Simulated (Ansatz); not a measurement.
**Nudged elastic band, with input and output: CH5GeNS2 (part 2 of 2)**

The same run, continued: CH5GeNS2, SMILES NC1[S][GeH2][S]1; RKS PBE/def2-SVP (Ansatz 0.2.0). The run did not end well. It belongs to a series of runs on one base structure; here: band between the two ends.

Geometry of the input (Å):
```
N  -0.8433  1.4688  0.2188
C  -0.8704  0.0341  0.2978
S  -0.4950  -0.6985  -1.3923
Ge 1.5327  -1.0229  -0.4699
S  0.4788  -0.5606  1.4645
H  -1.5625  1.8050  -0.4368
H  -1.0317  1.8822  1.1429
H  -1.8195  -0.4390  0.6446
H  2.6546  -0.0315  -0.8976
H  2.0394  -2.4889  -0.5691
```

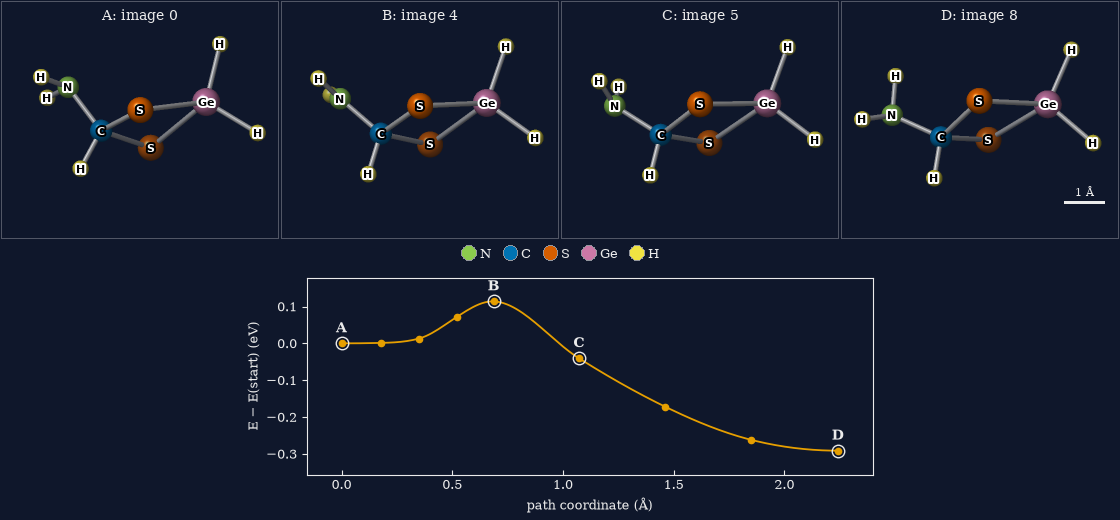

**Figure 1.** Images of the last band (counted from 0; ball-and-stick, seen at a tilt) above the energy along the path; the line is a cubic interpolation that uses the forces. The highest image is number 4, 0.114 eV above the start and 0.405 eV above the end (the climbing image); the end lies 0.291 eV below the start. The path is 2.24 Å long. The band had not converged after 60 iterations.

```
Unfinished report: {"positions_ang":[[-1.1357623805205084,1.409052341076758,0.3157639346225601],[-0.8968610233188938,0.026173219421422457,0.31516212331890303],[-0.44861980268813245,-0.5697925953482093,-1.4191652066703166],[1.545700107898735,-1.0161697601079687,-0.474403593472566],[0.5727689562541811,-0.4363207299468904,1.4566413569320902],[-1.4373717791168954,1.8800966857960333,-0.5344333817860986],[-1.0631409635922073,1.9437431510089163,1.1763495468868903],[-1.727658625950184,-0.630870463092183,0.6611232593199518],[2.7426800021542497,-0.13708742033597884,-0.9459360684969741],[1.931466518879656,-2.5200244284719004,-0.5481019706544393]],"unchecked":["starts","cluster_reference","orbital_swaps","neighbouring_geometries","increment"],"mean_field":{"relativity":"none","state":{"energy":{"ev":-80760.86216396921,"hartree":-2967.90694284737},"converged":true,"gradient_ev":8.237962001530683e-6,"stability":{"kind":"minimum","curvature_ev":70.4516405217185},"curvature_floor_ev":0.00030000000000000003,"spin_squared":2.842170943040401e-14},"others":[],"fillings":{"estimated":0,"unestimated":0,"tried":0,"untried":0,"excluded_magnetic_sites":0},"n_dropped_functions":0,"n_trapped_functions":0,"passes":{"evaluations":3,"products":19},"factors":{"origin":"density fitting in generated functions","count":1381,"bound_ev":null},"gradient_stop_ev":0.00009,"reference_kind":"stationary","functional":{"name":"PBE","citations":["Perdew, Burke & Ernzerhof, Phys. Rev. Lett. 77, 3865 (1996) doi:10.1103/PhysRevLett.77.3865"],"text":"name \"PBE\"\ncite \"Perdew, Burke & Ernzerhof, Phys. Rev. Lett. 77, 3865 (1996) doi:10.1103/PhysRevLett.77.3865\"\nparent pbe\nparameter kappa = 0.804\nparameter beta = 0.06672455060314922\nexchange = pbe_x(kappa = kappa, mu = beta*pi^2/3)\ncorrelation = pbe_c(beta = beta)\n","parameters":{"beta":{"value":0.06672455060314922,"default":0.06672455060314922},"kappa":{"value":0.804,"default":0.804}},"final_grid":{"core_spheres":13.0,"valence_spheres":11.0,"degree":36.0},"final_grid_parameter_source":"default","radial_points_factor":1.0,"radial_grid_error_ev":3.125828648923977e-7,"grid_sensitivity":"normal","grid_sensitivity_ratio":0.001870803151768979},"unsmoothed_excess_ev":-0.00003610098787472613,"symmetry":{"irreps":["A"],"axes":[[0.999997455461812,0.0009963392915302762,-0.002023951066061431],[-0.0009995985044485094,0.9999982044315919,-0.0016099491987040448],[0.0020223433762748006,0.0016119682405855399,0.9999966558372383]],"occupied":[{"A":41},{"A":41}]},"density_repulsion":{"missed_ev":0.00011403102649268465,"excess_ev":0.00011403102649268465,"most_excess_ev":0.0010659999999999999,"are_drawn_again":false,"n_first_factors":1381,"energy_change_ev":0.0,"n_dropped_ends":0},"direct_passes":"host"},"factors":{"origin":"density fitting in generated functions","count":1381,"bound_ev":null},"n_frozen":0,"n_occupied":[41,41],"n_virtual":[80,80],"reference":{"ev":-80760.86216396921,"hartree":-2967.90694284737},"total":{"ev":-80760.86216396921,"hartree":-2967.90694284737},"forces_ev_per_angstrom":[[-0.00045154769179304527,-0.002476227153378538,-0.13153876602150846],[0.003544826350153799,0.0006361053742475757,0.014720329068392908],[-0.015051374897727166,-0.006250233431095079,0.01251565933837493],[-0.0016886003461766372,0.0001784612023491999,0.001336117975815314],[0.00842037567673893,-0.018460043161173754,0.0049955374456531875],[0.07297455072912992,-0.023704333349412358,0.03466187772852813],[-0.056742760970817464,0.02182990733987143,0.06282223186204816],[-0.0018700352943027193,0.012687284796248342,0.020702566163239976],[-0.013954684395599406,0.012554025044407096,-0.0062966883532915114],[0.004819250867390518,0.003005053345146625,-0.013918865188161982]],"charge_distribution":{"dipole_moment_e_ang":[-0.0260080717499566,0.23439301093499382,-0.02362018477805859],"mulliken_charges_e":[-0.15488774981784914,-0.1305316432566892,-0.1644450299776672,0.3516620372190644,-0.1678893431146662,0.12775403389337103,0.1257274961548125,0.09700245157560017,-0.04638127208151732,-0.03801098059443375],"lowdin_charges_e":[0.0820556031703017,-0.23082268374894266,0.21977785762775603,-0.13432545013078823,0.20036673845996233,0.0034987487833468833,0.004564914526118846,-0.03559856830183605,-0.056949176946666125,-0.05256798343924762]},"n_threads":2,"memory_gib":2.556818182580173,"seconds":{"hamiltonian":0.735879484,"orbitals":0.0,"second_order":0.0,"solver_start":0.0,"cycles":0.0,"cycle":0.0,"perturbative":0.0,"full_ci_increment":0.0,"forces":0.0}}
this run last wrote the band of iteration 60 to [file]
Error: NEB band did not converge after 60 iterations: max|band force component| = 1.32e-1 eV/Å (threshold 3.0e-2); raise `neb.max_iterations` in a new run, which can start from the last band evaluated (`neb.initial_path`, with `crystal.atoms` and `neb.final_atoms` set to its first and last images), add images, or start from endpoints closer to local minima. Where this run's directory can be resumed (`checkpoint.write`), a resume goes on for up to `neb.max_iterations` more; to start a new run from the last band, take its images' positions from the `neb_iteration` event of iteration 60 (`data.images[].positions_ang`), in the event stream of the run that computed that iteration (not this run's, if it was resumed behind it). With `checkpoint.write`, `steps/00-neb/state/checkpoint.json` in the run directory holds the last saved band, under `neb.evaluated.images[].positions_ang` (a band under a hybrid functional on support functions is neither saved nor resumed: `neb.initial_path` says where its path is): check the last entry of `neb.iterations` there, which is earlier than 60 if that iteration was not saved or its write failed. If the band's step has no `state` directory and holds `state.next`, a write was cut short, and the file is under `state.next` instead (behind a loss of power it can be under `state.prev`)
this run wrote the band of iteration 60 to [file] as well, whether or not its events were kept: a new run's `neb.initial_path` can list its `images[].positions_ang`
a run's events are kept only if it was started with --events-out <file>, and are in that file
```

### The last band as extended XYZ (Å, eV, eV/Å)
```
10
Properties=species:S:1:pos:R:3:forces:R:3 image=0 energy=-80760.97601
N    -0.8433    1.4688    0.2188   -0.0111  -0.0115   0.0058
C    -0.8704    0.0341    0.2978   -0.0028   0.0110   0.0028
S    -0.4950   -0.6985   -1.3923    0.0084  -0.0006   0.0048
Ge    1.5327   -1.0229   -0.4699    0.0128  -0.0052   0.0057
S     0.4788   -0.5606    1.4645   -0.0009   0.0000  -0.0076
H    -1.5625    1.8050   -0.4368    0.0032   0.0003  -0.0011
H    -1.0317    1.8822    1.1429    0.0051  -0.0018  -0.0042
H    -1.8195   -0.4390    0.6446    0.0043   0.0028  -0.0030
H     2.6546   -0.0315   -0.8976   -0.0122  -0.0046  -0.0004
H     2.0394   -2.4889   -0.5691   -0.0069   0.0096  -0.0029
10
Properties=species:S:1:pos:R:3:forces:R:3 image=1 energy=-80760.97479
N    -0.8833    1.4862    0.2342    0.0018   0.0006  -0.0021
C    -0.8539    0.0518    0.2938   -0.0013   0.0002   0.0003
S    -0.4601   -0.6467   -1.4062   -0.0026  -0.0049   0.0020
Ge    1.5502   -1.0337   -0.4742   -0.0009  -0.0026   0.0004
S     0.5165   -0.5116    1.4533   -0.0031  -0.0042   0.0002
H    -1.6096    1.8021   -0.4237    0.0013   0.0009   0.0006
H    -1.0979    1.8790    1.1615    0.0031   0.0016  -0.0011
H    -1.7828   -0.4620    0.6367   -0.0035   0.0050   0.0010
H     2.7110   -0.0959   -0.9174   -0.0048   0.0030   0.0029
H     1.9930   -2.5205   -0.5549    0.0099   0.0004  -0.0043
10
Properties=species:S:1:pos:R:3:forces:R:3 image=2 energy=-80760.96286
N    -0.9357    1.4798    0.2632    0.1169   0.0493  -0.0394
C    -0.8517    0.0546    0.3023    0.0324   0.0208  -0.0040
S    -0.4409   -0.5924   -1.4141   -0.0045  -0.0285   0.0140
Ge    1.5565   -1.0314   -0.4777    0.0066  -0.0143  -0.0027
S     0.5561   -0.4687    1.4511   -0.0145  -0.0377  -0.0023
H    -1.5841    1.8192   -0.4575   -0.0610  -0.0505   0.0496
H    -1.1644    1.8892    1.1774   -0.0734  -0.0424  -0.0087
H    -1.7441   -0.5221    0.6461   -0.0180   0.1005   0.0011
H     2.7500   -0.1448   -0.9405   -0.0101   0.0111   0.0059
H     1.9414   -2.5345   -0.5473    0.0255  -0.0084  -0.0136
10
Properties=species:S:1:pos:R:3:forces:R:3 image=3 energy=-80760.90422
N    -1.0208    1.4405    0.2870    0.3145   0.0750   0.0170
C    -0.8781    0.0362    0.3113    0.0446   0.0245  -0.0110
S    -0.4474   -0.5805   -1.4167   -0.0123  -0.0422   0.0183
Ge    1.5488   -1.0206   -0.4755    0.0038  -0.0090  -0.0040
S     0.5648   -0.4538    1.4566   -0.0188  -0.0572   0.0050
H    -1.5073    1.8565   -0.5061   -0.1441  -0.0406   0.0098
H    -1.1191    1.9233    1.1825   -0.1644  -0.0741  -0.0312
H    -1.7362   -0.5897    0.6564   -0.0268   0.1123   0.0101
H     2.7447   -0.1391   -0.9439   -0.0135   0.0148   0.0007
H     1.9338   -2.5241   -0.5486    0.0169  -0.0035  -0.0147
10
Properties=species:S:1:pos:R:3:forces:R:3 image=4 energy=-80760.86213
N    -1.1358    1.4091    0.3158   -0.0005  -0.0025  -0.1315
C    -0.8969    0.0262    0.3152    0.0035   0.0006   0.0147
S    -0.4486   -0.5698   -1.4192   -0.0151  -0.0063   0.0125
Ge    1.5457   -1.0162   -0.4744   -0.0017   0.0002   0.0013
S     0.5728   -0.4363    1.4566    0.0084  -0.0185   0.0050
H    -1.4374    1.8801   -0.5344    0.0730  -0.0237   0.0347
H    -1.0631    1.9437    1.1764   -0.0567   0.0218   0.0628
H    -1.7277   -0.6309    0.6611   -0.0019   0.0127   0.0207
H     2.7427   -0.1371   -0.9459   -0.0140   0.0126  -0.0063
H     1.9315   -2.5200   -0.5481    0.0048   0.0030  -0.0139
10
Properties=species:S:1:pos:R:3:forces:R:3 image=5 energy=-80761.01647
N    -1.3727    1.3708    0.3275   -0.2490  -0.0416   0.0454
C    -0.9237    0.0224    0.3179   -0.0346  -0.0053   0.0028
S    -0.4568   -0.5319   -1.4115   -0.0260   0.0213   0.0183
Ge    1.5450   -1.0067   -0.4795   -0.0072   0.0115  -0.0070
S     0.6059   -0.3551    1.4387    0.0322   0.0731  -0.0145
H    -1.1715    1.8925   -0.5267    0.3532   0.0225  -0.0187
H    -1.1000    1.9026    1.1606   -0.0581  -0.0577  -0.0401
H    -1.6975   -0.6772    0.6934    0.0193  -0.0392   0.0539
H     2.7485   -0.1512   -0.9749   -0.0148   0.0060  -0.0340
H     1.9061   -2.5173   -0.5424   -0.0150   0.0093  -0.0062
10
Properties=species:S:1:pos:R:3:forces:R:3 image=6 energy=-80761.14745
N    -1.4207    1.3568    0.2681   -0.0239  -0.0102  -0.0365
C    -0.9188    0.0324    0.3067   -0.0021   0.0051  -0.0035
S    -0.4547   -0.5196   -1.4117   -0.0218  -0.0226   0.0126
Ge    1.5516   -1.0103   -0.4888   -0.0027  -0.0009  -0.0116
S     0.6576   -0.2753    1.4147    0.0331   0.0420  -0.0135
H    -0.9508    1.9272   -0.4421    0.2252   0.0232   0.0582
H    -1.3541    1.8318    1.1773   -0.1938  -0.0536  -0.0070
H    -1.6645   -0.6717    0.7268    0.0052   0.0198   0.0481
H     2.7636   -0.1928   -1.0242   -0.0169  -0.0019  -0.0474
H     1.8740   -2.5298   -0.5236   -0.0023  -0.0009   0.0006
10
Properties=species:S:1:pos:R:3:forces:R:3 image=7 energy=-80761.23794
N    -1.4278    1.3556    0.2272    0.0072   0.0009  -0.0168
C    -0.8930    0.0543    0.2909    0.0068   0.0064  -0.0015
S    -0.4297   -0.5083   -1.4215   -0.0061  -0.0213   0.0057
Ge    1.5667   -1.0300   -0.4995    0.0020  -0.0078  -0.0083
S     0.7125   -0.2006    1.3837    0.0179   0.0163  -0.0095
H    -0.8244    1.9965   -0.3004    0.0873   0.0253   0.0624
H    -1.6319    1.7520    1.1529   -0.1161  -0.0279  -0.0250
H    -1.6252   -0.6482    0.7359    0.0014   0.0219   0.0192
H     2.7902   -0.2644   -1.0820   -0.0088  -0.0070  -0.0323
H     1.8457   -2.5581   -0.4841    0.0084  -0.0068   0.0061
10
Properties=species:S:1:pos:R:3:forces:R:3 image=8 energy=-80761.26727
N    -1.4304    1.3671    0.2151   -0.0014  -0.0139   0.0080
C    -0.8571    0.0856    0.2735   -0.0027   0.0104   0.0113
S    -0.3945   -0.4909   -1.4402    0.0016  -0.0020  -0.0059
Ge    1.5827   -1.0576   -0.5148    0.0058  -0.0035  -0.0045
S     0.7670   -0.1188    1.3398   -0.0120   0.0014  -0.0012
H    -0.7770    2.0846   -0.1194    0.0033   0.0009  -0.0007
H    -1.8696    1.6599    1.0952    0.0005  -0.0003  -0.0058
H    -1.5774   -0.6259    0.7230    0.0092   0.0055  -0.0014
H     2.8223   -0.3638   -1.1498   -0.0027  -0.0018   0.0008
H     1.8170   -2.5914   -0.4195   -0.0017   0.0033  -0.0005
```
